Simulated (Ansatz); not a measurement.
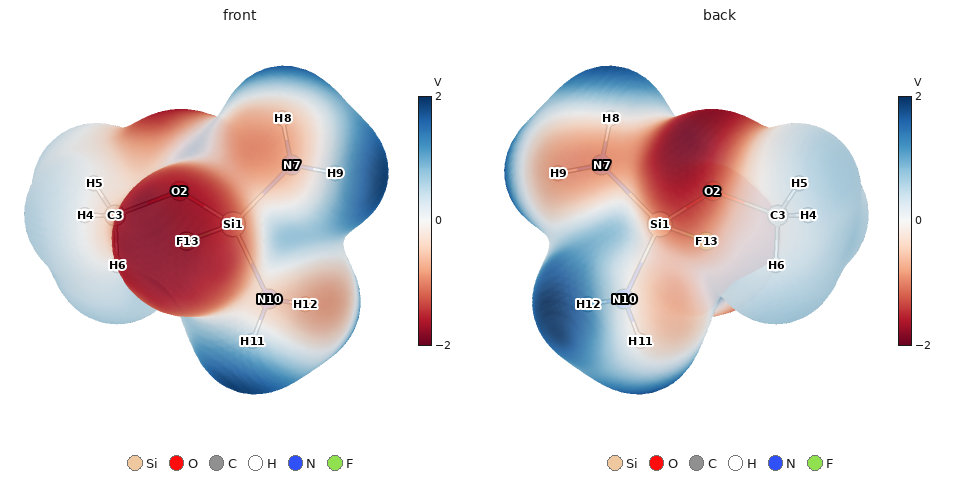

*CH7FN2OSi. The electrostatic potential painted on the density surface at 0.002 e/bohr³, seen from the front and from behind; red is negative and blue positive.*

Theory: RKS B3LYP-D4/6-31G (Ansatz 0.2.0).

```json
{"atom": "Si", "x (Å)": "-0.0197", "y (Å)": "0.1292", "z (Å)": "-0.0468"}
{"atom": "O", "x (Å)": "0.0589", "y (Å)": "-0.1919", "z (Å)": "1.6278"}
{"atom": "C", "x (Å)": "-1.0769", "y (Å)": "-0.4913", "z (Å)": "2.4779"}
{"atom": "H", "x (Å)": "-1.5954", "y (Å)": "-1.3938", "z (Å)": "2.1356"}
{"atom": "H", "x (Å)": "-0.6886", "y (Å)": "-0.6521", "z (Å)": "3.4847"}
{"atom": "H", "x (Å)": "-1.7851", "y (Å)": "0.3470", "z (Å)": "2.4940"}
{"atom": "N", "x (Å)": "1.6263", "y (Å)": "0.0294", "z (Å)": "-0.5386"}
{"atom": "H", "x (Å)": "2.3106", "y (Å)": "-0.4587", "z (Å)": "0.0173"}
{"atom": "H", "x (Å)": "1.9518", "y (Å)": "0.3713", "z (Å)": "-1.4280"}
{"atom": "N", "x (Å)": "-0.7369", "y (Å)": "1.6003", "z (Å)": "-0.6190"}
{"atom": "H", "x (Å)": "-1.6804", "y (Å)": "1.6453", "z (Å)": "-0.9704"}
{"atom": "H", "x (Å)": "-0.2606", "y (Å)": "2.4867", "z (Å)": "-0.5608"}
{"atom": "F", "x (Å)": "-1.0906", "y (Å)": "-1.0420", "z (Å)": "-0.6503"}
```

> Describe the electrostatic potential map.

The most negative region (about −1.9 V) lies over O2 and F13, the most positive (about +1.9 V) over H9, H11 and H12.
